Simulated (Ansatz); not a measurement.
# AlPN (quartet): PBE, BLYP, r2SCAN, B97M-V, PBE0, B3LYP over vertical spin and charge gaps, def2-QZVPP, part 2 of 2

Ansatz 0.2.0, Gaussian basis; def2-QZVPP, all electrons in the functionals. The steps go on from the part before.

## Step 20: B97M-V, charge 1, triplet

in.yaml reads:

```yaml
crystal:
  periodic: [false, false, false]
  atoms:
    - {symbol: Al, position_ang: [0.000000, 0.253448, 1.254324]}
    - {symbol: P, position_ang: [0.000000, 0.237157, -1.105408]}
    - {symbol: N, position_ang: [0.000000, -1.012664, 0.028204]}
basis:
  gaussian: {orbitals: "def2-QZVPP.json"}
total_charge: 1
magnetization: {spin_polarized: true, initial_magnetization: 2}
hamiltonian: {xc: {name: B97M-V}}
```

The run is started by

```console
> ansatz run in.yaml --threads 1 --pin off --events-out ev --progress --plain --max-ram 2393MiB
```

Output, shortened:

```text
Functional definition: B97M-V
  name "B97M-V"
  cite "Mardirossian & Head-Gordon, J. Chem. Phys. 142, 074111 (2015) doi:10.1063/1.4907719"
  cite "Becke, J. Chem. Phys. 107, 8554 (1997) doi:10.1063/1.475007"
  cite "Vydrov & Van Voorhis, J. Chem. Phys. 133, 244103 (2010) doi:10.1063/1.3521275"
  # Of w^i u^j: cxij and so on, Table III.
[...]
  gx(w, u) = cx00 + cx01*u + cx02*u^2 + (cx10 + cx11*u)*w
[...]
  gos(w, u) = cos00 + cos01*u + cos03*u^3 + cos10*w + cos32*w^3*u^2
[...]
      + integral(e_c_pw_mod_opposite_spin*gos(b97_w_opposite, b97_u_opposite)) + vv10(b, c)
859 factors; their error is unknown
[...]
mean field -17362.99297796 eV, -638.0782228808 hartree, gradient 2.3e-5 eV, S^2 2.007110; 3 other end points of the search recorded, 0 dependent functions left out
reference -17362.99303613 eV, -638.0782250184 hartree; 18, 16 occupied and 179, 181 virtual orbitals, 859 factors
Total energy: -17362.99303613 eV, -638.0782250184 hartree
```

It took 54 s on 1 thread of Arm Neoverse V2, shared host; peak memory 0.51 GiB.

From the report: ⟨S²⟩ of the determinant 2.007 (pure triplet: 2.00).

From charge 0, quartet: +669.4 kJ/mol.

## Step 21: B97M-V, charge 1, quintet

Edit in.yaml of step 20 so:

```diff
@@ -9,3 +9,3 @@
 total_charge: 1
-magnetization: {spin_polarized: true, initial_magnetization: 2}
+magnetization: {spin_polarized: true, initial_magnetization: 4}
 hamiltonian: {xc: {name: B97M-V}}
```

Launched as before.

Output, shortened:

```text
Functional definition: B97M-V
  name "B97M-V"
  cite "Mardirossian & Head-Gordon, J. Chem. Phys. 142, 074111 (2015) doi:10.1063/1.4907719"
  cite "Becke, J. Chem. Phys. 107, 8554 (1997) doi:10.1063/1.475007"
  cite "Vydrov & Van Voorhis, J. Chem. Phys. 133, 244103 (2010) doi:10.1063/1.3521275"
  # Of w^i u^j: cxij and so on, Table III.
[...]
  gx(w, u) = cx00 + cx01*u + cx02*u^2 + (cx10 + cx11*u)*w
[...]
  gos(w, u) = cos00 + cos01*u + cos03*u^3 + cos10*w + cos32*w^3*u^2
[...]
      + integral(e_c_pw_mod_opposite_spin*gos(b97_w_opposite, b97_u_opposite)) + vv10(b, c)
859 factors; their error is unknown
[...]
mean field -17359.87892715 eV, -637.9637836243 hartree, gradient 2.5e-6 eV, S^2 6.014577; 3 other end points of the search recorded, 0 dependent functions left out
reference -17359.87898609 eV, -637.9637857901 hartree; 19, 15 occupied and 178, 182 virtual orbitals, 859 factors
Total energy: -17359.87898609 eV, -637.9637857901 hartree
```

It took 90 s on 1 thread of Arm Neoverse V2, shared host; peak memory 0.55 GiB.

From the report: ⟨S²⟩ of the determinant 6.015 (pure quintet: 6.00).

From charge 0, quartet: +969.9 kJ/mol.

## Step 22: PBE0, charge 0, quartet

Edit in.yaml of step 21 so:

```diff
@@ -8,4 +8,4 @@
   gaussian: {orbitals: "def2-QZVPP.json"}
-total_charge: 1
-magnetization: {spin_polarized: true, initial_magnetization: 4}
-hamiltonian: {xc: {name: B97M-V}}
+magnetization: {spin_polarized: true, initial_magnetization: 3}
+hamiltonian: {xc: {name: PBE0}}
+output: {orbitals: {seedname: orbitals}}
```

Launched as before.

Output, shortened:

```text
Functional definition: PBE0
  name "PBE0"
  cite "Adamo & Barone, J. Chem. Phys. 110, 6158 (1999) doi:10.1063/1.478522"
  cite "Perdew, Burke & Ernzerhof, Phys. Rev. Lett. 77, 3865 (1996) doi:10.1103/PhysRevLett.77.3865"
  parent pbe
[...]
946 factors; their error is unknown
[...]
mean field -17366.02290043 eV, -638.1895704777 hartree, gradient 5.9e-5 eV, S^2 3.769768; 0 other end points of the search recorded, 0 dependent functions left out
reference -17366.02292969 eV, -638.1895715529 hartree; 19, 16 occupied and 178, 181 virtual orbitals, 946 factors
Total energy: -17366.02292969 eV, -638.1895715529 hartree
```

Wall time 10 s (1 thread of Arm Neoverse V2, shared host); peak memory 0.44 GiB.

From the report: ⟨S²⟩ of the determinant 3.770 (pure quartet: 3.75).

## Step 23: PBE0, charge 0, doublet

Edit in.yaml of step 22 so:

```diff
@@ -8,3 +8,3 @@
   gaussian: {orbitals: "def2-QZVPP.json"}
-magnetization: {spin_polarized: true, initial_magnetization: 3}
+magnetization: {spin_polarized: true, initial_magnetization: 1}
 hamiltonian: {xc: {name: PBE0}}
```

Same command.

Output, shortened:

```text
Functional definition: PBE0
  name "PBE0"
  cite "Adamo & Barone, J. Chem. Phys. 110, 6158 (1999) doi:10.1063/1.478522"
  cite "Perdew, Burke & Ernzerhof, Phys. Rev. Lett. 77, 3865 (1996) doi:10.1103/PhysRevLett.77.3865"
  parent pbe
[...]
946 factors; their error is unknown
[...]
mean field -17366.91319207 eV, -638.2222880920 hartree, gradient 2.0e-5 eV, S^2 0.765031; 5 other end points of the search recorded, 0 dependent functions left out
reference -17366.91321717 eV, -638.2222890145 hartree; 18, 17 occupied and 179, 180 virtual orbitals, 946 factors
Total energy: -17366.91321717 eV, -638.2222890145 hartree
```

It took 19 s on 1 thread of Arm Neoverse V2, shared host; peak memory 0.45 GiB.

From the report: ⟨S²⟩ of the determinant 0.765 (pure doublet: 0.75).

From charge 0, quartet: -85.9 kJ/mol.

## Step 24: PBE0, charge 0, sextet

Edit in.yaml of step 23 so:

```diff
@@ -8,3 +8,3 @@
   gaussian: {orbitals: "def2-QZVPP.json"}
-magnetization: {spin_polarized: true, initial_magnetization: 1}
+magnetization: {spin_polarized: true, initial_magnetization: 5}
 hamiltonian: {xc: {name: PBE0}}
```

Same command.

Output, shortened:

```text
Functional definition: PBE0
  name "PBE0"
  cite "Adamo & Barone, J. Chem. Phys. 110, 6158 (1999) doi:10.1063/1.478522"
  cite "Perdew, Burke & Ernzerhof, Phys. Rev. Lett. 77, 3865 (1996) doi:10.1103/PhysRevLett.77.3865"
  parent pbe
[...]
946 factors; their error is unknown
[...]
mean field -17361.89628181 eV, -638.0379200405 hartree, gradient 8.5e-6 eV, S^2 8.764183; 4 other end points of the search recorded, 0 dependent functions left out
reference -17361.89631417 eV, -638.0379212296 hartree; 20, 15 occupied and 177, 182 virtual orbitals, 946 factors
Total energy: -17361.89631417 eV, -638.0379212296 hartree
```

Run time: 41 s. Hardware: 1 thread of Arm Neoverse V2, shared host; peak memory 0.58 GiB.

From the report: ⟨S²⟩ of the determinant 8.764 (pure sextet: 8.75).

From charge 0, quartet: +398.2 kJ/mol.

## Step 25: PBE0, charge 1, triplet

Edit in.yaml of step 24 so:

```diff
@@ -8,3 +8,4 @@
   gaussian: {orbitals: "def2-QZVPP.json"}
-magnetization: {spin_polarized: true, initial_magnetization: 5}
+total_charge: 1
+magnetization: {spin_polarized: true, initial_magnetization: 2}
 hamiltonian: {xc: {name: PBE0}}
```

The command is unchanged.

Output, shortened:

```text
Functional definition: PBE0
  name "PBE0"
  cite "Adamo & Barone, J. Chem. Phys. 110, 6158 (1999) doi:10.1063/1.478522"
  cite "Perdew, Burke & Ernzerhof, Phys. Rev. Lett. 77, 3865 (1996) doi:10.1103/PhysRevLett.77.3865"
  parent pbe
[...]
946 factors; their error is unknown
[...]
mean field -17359.00542831 eV, -637.9316831340 hartree, gradient 3.3e-5 eV, S^2 2.010068; 3 other end points of the search recorded, 0 dependent functions left out
reference -17359.00545893 eV, -637.9316842592 hartree; 18, 16 occupied and 179, 181 virtual orbitals, 946 factors
Total energy: -17359.00545893 eV, -637.9316842592 hartree
```

It took 23 s on 1 thread of Arm Neoverse V2, shared host; peak memory 0.5 GiB.

From the report: ⟨S²⟩ of the determinant 2.010 (pure triplet: 2.00).

From charge 0, quartet: +677.1 kJ/mol.

## Step 26: PBE0, charge 1, quintet

Edit in.yaml of step 25 so:

```diff
@@ -9,3 +9,3 @@
 total_charge: 1
-magnetization: {spin_polarized: true, initial_magnetization: 2}
+magnetization: {spin_polarized: true, initial_magnetization: 4}
 hamiltonian: {xc: {name: PBE0}}
```

Same command.

Output, shortened:

```text
Functional definition: PBE0
  name "PBE0"
  cite "Adamo & Barone, J. Chem. Phys. 110, 6158 (1999) doi:10.1063/1.478522"
  cite "Perdew, Burke & Ernzerhof, Phys. Rev. Lett. 77, 3865 (1996) doi:10.1103/PhysRevLett.77.3865"
  parent pbe
[...]
946 factors; their error is unknown
[...]
mean field -17355.93882055 eV, -637.8189873774 hartree, gradient 8.3e-7 eV, S^2 6.014842; 2 other end points of the search recorded, 0 dependent functions left out
reference -17355.93885183 eV, -637.8189885269 hartree; 19, 15 occupied and 178, 182 virtual orbitals, 946 factors
Total energy: -17355.93885183 eV, -637.8189885269 hartree
```

Run time: 44 s. Hardware: 1 thread of Arm Neoverse V2, shared host; peak memory 0.61 GiB.

From the report: ⟨S²⟩ of the determinant 6.015 (pure quintet: 6.00).

From charge 0, quartet: +973.0 kJ/mol.

## Step 27: B3LYP, charge 0, quartet

in.yaml reads:

```yaml
crystal:
  periodic: [false, false, false]
  atoms:
    - {symbol: Al, position_ang: [0.000000, 0.253448, 1.254324]}
    - {symbol: P, position_ang: [0.000000, 0.237157, -1.105408]}
    - {symbol: N, position_ang: [0.000000, -1.012664, 0.028204]}
basis:
  gaussian: {orbitals: "def2-QZVPP.json"}
magnetization: {spin_polarized: true, initial_magnetization: 3}
hamiltonian: {xc: {name: B3LYP}}
```

The command is unchanged.

Output, shortened:

```text
Functional definition: B3LYP
  name "B3LYP"
  cite "Stephens, Devlin, Chabalowski & Frisch, J. Phys. Chem. 98, 11623 (1994) doi:10.1021/j100096a001"
  cite "Becke, Phys. Rev. A 38, 3098 (1988) doi:10.1103/PhysRevA.38.3098"
  cite "Lee, Yang & Parr, Phys. Rev. B 37, 785 (1988) doi:10.1103/PhysRevB.37.785"
  cite "Vosko, Wilk & Nusair, Can. J. Phys. 58, 1200 (1980) doi:10.1139/p80-159"
[...]
920 factors; their error is unknown
[...]
mean field -17375.33466978 eV, -638.5317716897 hartree, gradient 8.1e-5 eV, S^2 3.767004; 0 other end points of the search recorded, 0 dependent functions left out
reference -17375.33487025 eV, -638.5317790566 hartree; 19, 16 occupied and 178, 181 virtual orbitals, 920 factors
Total energy: -17375.33487025 eV, -638.5317790566 hartree
```

It took 10 s on 1 thread of Arm Neoverse V2, shared host; peak memory 0.43 GiB.

From the report: ⟨S²⟩ of the determinant 3.767 (pure quartet: 3.75).

## Step 28: B3LYP, charge 0, doublet

Edit in.yaml of step 27 so:

```diff
@@ -8,3 +8,3 @@
   gaussian: {orbitals: "def2-QZVPP.json"}
-magnetization: {spin_polarized: true, initial_magnetization: 3}
+magnetization: {spin_polarized: true, initial_magnetization: 1}
 hamiltonian: {xc: {name: B3LYP}}
```

Same command.

Output, shortened:

```text
Functional definition: B3LYP
  name "B3LYP"
  cite "Stephens, Devlin, Chabalowski & Frisch, J. Phys. Chem. 98, 11623 (1994) doi:10.1021/j100096a001"
  cite "Becke, Phys. Rev. A 38, 3098 (1988) doi:10.1103/PhysRevA.38.3098"
  cite "Lee, Yang & Parr, Phys. Rev. B 37, 785 (1988) doi:10.1103/PhysRevB.37.785"
  cite "Vosko, Wilk & Nusair, Can. J. Phys. 58, 1200 (1980) doi:10.1139/p80-159"
[...]
920 factors; their error is unknown
[...]
mean field -17376.40398792 eV, -638.5710684063 hartree, gradient 3.8e-5 eV, S^2 0.758888; 5 other end points of the search recorded, 0 dependent functions left out
reference -17376.40418110 eV, -638.5710755055 hartree; 18, 17 occupied and 179, 180 virtual orbitals, 920 factors
Total energy: -17376.40418110 eV, -638.5710755055 hartree
```

Run time: 18 s. Hardware: 1 thread of Arm Neoverse V2, shared host; peak memory 0.44 GiB.

From the report: ⟨S²⟩ of the determinant 0.759 (pure doublet: 0.75).

From charge 0, quartet: -103.2 kJ/mol.

## Step 29: B3LYP, charge 0, sextet

Edit in.yaml of step 28 so:

```diff
@@ -8,3 +8,3 @@
   gaussian: {orbitals: "def2-QZVPP.json"}
-magnetization: {spin_polarized: true, initial_magnetization: 1}
+magnetization: {spin_polarized: true, initial_magnetization: 5}
 hamiltonian: {xc: {name: B3LYP}}
```

The command is unchanged.

Output, shortened:

```text
Functional definition: B3LYP
  name "B3LYP"
  cite "Stephens, Devlin, Chabalowski & Frisch, J. Phys. Chem. 98, 11623 (1994) doi:10.1021/j100096a001"
  cite "Becke, Phys. Rev. A 38, 3098 (1988) doi:10.1103/PhysRevA.38.3098"
  cite "Lee, Yang & Parr, Phys. Rev. B 37, 785 (1988) doi:10.1103/PhysRevB.37.785"
  cite "Vosko, Wilk & Nusair, Can. J. Phys. 58, 1200 (1980) doi:10.1139/p80-159"
[...]
920 factors; their error is unknown
[...]
mean field -17370.95832111 eV, -638.3709438422 hartree, gradient 1.2e-5 eV, S^2 8.761354; 5 other end points of the search recorded, 0 dependent functions left out
reference -17370.95852239 eV, -638.3709512391 hartree; 20, 15 occupied and 177, 182 virtual orbitals, 920 factors
Total energy: -17370.95852239 eV, -638.3709512391 hartree
```

It took 49 s on 1 thread of Arm Neoverse V2, shared host; peak memory 0.59 GiB.

From the report: ⟨S²⟩ of the determinant 8.761 (pure sextet: 8.75).

From charge 0, quartet: +422.3 kJ/mol.

## Step 30: B3LYP, charge 1, triplet

Edit in.yaml of step 29 so:

```diff
@@ -8,3 +8,4 @@
   gaussian: {orbitals: "def2-QZVPP.json"}
-magnetization: {spin_polarized: true, initial_magnetization: 5}
+total_charge: 1
+magnetization: {spin_polarized: true, initial_magnetization: 2}
 hamiltonian: {xc: {name: B3LYP}}
```

Launched as before.

Output, shortened:

```text
Functional definition: B3LYP
  name "B3LYP"
  cite "Stephens, Devlin, Chabalowski & Frisch, J. Phys. Chem. 98, 11623 (1994) doi:10.1021/j100096a001"
  cite "Becke, Phys. Rev. A 38, 3098 (1988) doi:10.1103/PhysRevA.38.3098"
  cite "Lee, Yang & Parr, Phys. Rev. B 37, 785 (1988) doi:10.1103/PhysRevB.37.785"
  cite "Vosko, Wilk & Nusair, Can. J. Phys. 58, 1200 (1980) doi:10.1139/p80-159"
[...]
920 factors; their error is unknown
[...]
mean field -17368.37844122 eV, -638.2761350049 hartree, gradient 5.7e-5 eV, S^2 2.008268; 3 other end points of the search recorded, 0 dependent functions left out
reference -17368.37865411 eV, -638.2761428287 hartree; 18, 16 occupied and 179, 181 virtual orbitals, 920 factors
Total energy: -17368.37865411 eV, -638.2761428287 hartree
```

Wall time 25 s (1 thread of Arm Neoverse V2, shared host); peak memory 0.49 GiB.

From the report: ⟨S²⟩ of the determinant 2.008 (pure triplet: 2.00).

From charge 0, quartet: +671.2 kJ/mol.

## Step 31: B3LYP, charge 1, quintet

Edit in.yaml of step 30 so:

```diff
@@ -9,3 +9,3 @@
 total_charge: 1
-magnetization: {spin_polarized: true, initial_magnetization: 2}
+magnetization: {spin_polarized: true, initial_magnetization: 4}
 hamiltonian: {xc: {name: B3LYP}}
```

Launched as before.

Output, shortened:

```text
Functional definition: B3LYP
  name "B3LYP"
  cite "Stephens, Devlin, Chabalowski & Frisch, J. Phys. Chem. 98, 11623 (1994) doi:10.1021/j100096a001"
  cite "Becke, Phys. Rev. A 38, 3098 (1988) doi:10.1103/PhysRevA.38.3098"
  cite "Lee, Yang & Parr, Phys. Rev. B 37, 785 (1988) doi:10.1103/PhysRevB.37.785"
  cite "Vosko, Wilk & Nusair, Can. J. Phys. 58, 1200 (1980) doi:10.1139/p80-159"
[...]
920 factors; their error is unknown
[...]
mean field -17365.15990179 eV, -638.1578558626 hartree, gradient 1.0e-5 eV, S^2 6.010006; 5 other end points of the search recorded, 0 dependent functions left out
reference -17365.16011196 eV, -638.1578635863 hartree; 19, 15 occupied and 178, 182 virtual orbitals, 920 factors
Total energy: -17365.16011196 eV, -638.1578635863 hartree
```

Wall time 74 s (1 thread of Arm Neoverse V2, shared host); peak memory 0.64 GiB.

From the report: ⟨S²⟩ of the determinant 6.010 (pure quintet: 6.00).

From charge 0, quartet: +981.7 kJ/mol.

## Step 32: The comparison

No level is safe as a reference over these points; UCCSD(T) serves as a yardstick only. It and the other wave-function rows come from earlier runs at the same points. Energies in kJ/mol, counted from charge 0, quartet; blanks weren't run or aren't comparable.

| level | quartet to doublet | quartet to sextet | ionisation to the triplet cation | ionisation to the quintet cation |
| --- | --- | --- | --- | --- |
| UCCSD(T) | -111.6 | 414.7 | 661.0 | 978.9 |
| PBE | -97.7 | 428.9 | 668.6 | 984.2 |
| BLYP | -111.9 | 445.2 | 649.0 | 973.9 |
| r2SCAN | -74.1 | 400.9 | 679.4 | 972.8 |
| B97M-V | -98.4 | 418.2 | 669.4 | 969.9 |
| PBE0 | -85.9 | 398.2 | 677.1 | 973.0 |
| B3LYP | -103.2 | 422.3 | 671.2 | 981.7 |
| RHF | -56.9 | 238.0 | 614.2 | 788.6 |
| UHF | -49.2 | 249.5 |  |  |
| UMP2 | -45.4 | 418.1 | 675.4 | 975.8 |

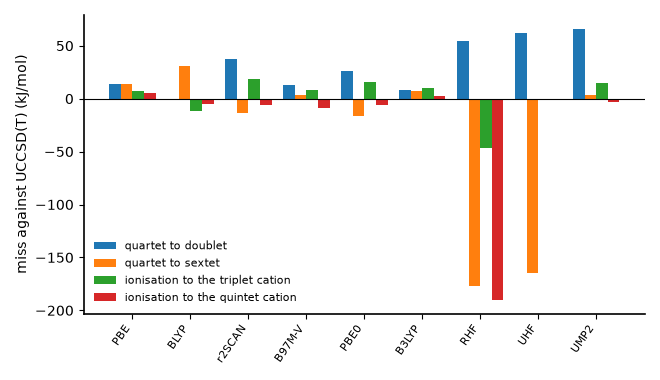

Misses of the gaps against UCCSD(T).

Largest miss and mean time a point (UCCSD(T) took 2.4 min a point; shared hosts):

| level | largest miss (kJ/mol) | where | time a point |
| --- | --- | --- | --- |
| PBE | +14.3 | quartet to sextet | 30 s |
| BLYP | +30.5 | quartet to sextet | 35 s |
| r2SCAN | +37.5 | quartet to doublet | 63 s |
| B97M-V | +13.2 | quartet to doublet | 95 s |
| PBE0 | +25.7 | quartet to doublet | 27 s |
| B3LYP | +10.2 | ionisation to the triplet cation | 35 s |
| RHF | -190.3 | ionisation to the quintet cation |  |
| UHF | -165.2 | quartet to sextet |  |
| UMP2 | +66.2 | quartet to doublet |  |

## Step 33: What came out

The summary covers parts 1 to 2.

| quantity | value |
| --- | --- |
| quartet to doublet, UCCSD(T) | -111.6 kJ/mol |
| quartet to sextet, UCCSD(T) | 414.7 kJ/mol |
| ionisation to the triplet cation, UCCSD(T) | 661.0 kJ/mol |
| ionisation to the quintet cation, UCCSD(T) | 978.9 kJ/mol |
| largest miss, PBE | +14.3 kJ/mol (quartet to sextet) |
| largest miss, BLYP | +30.5 kJ/mol (quartet to sextet) |
| largest miss, r2SCAN | +37.5 kJ/mol (quartet to doublet) |
| largest miss, B97M-V | +13.2 kJ/mol (quartet to doublet) |
| largest miss, PBE0 | +25.7 kJ/mol (quartet to doublet) |
| largest miss, B3LYP | +10.2 kJ/mol (ionisation to the triplet cation) |

**Reading.** Of the functionals, B3LYP keep the smallest largest miss at the points compared (at most 10.2 kJ/mol) and r2SCAN strays most (37.5 kJ/mol, at quartet to doublet). Functionals and the yardstick converge differently with the basis, so part of each miss in def2-QZVPP is the basis. The yardstick itself may be off where one determinant is a poor start.
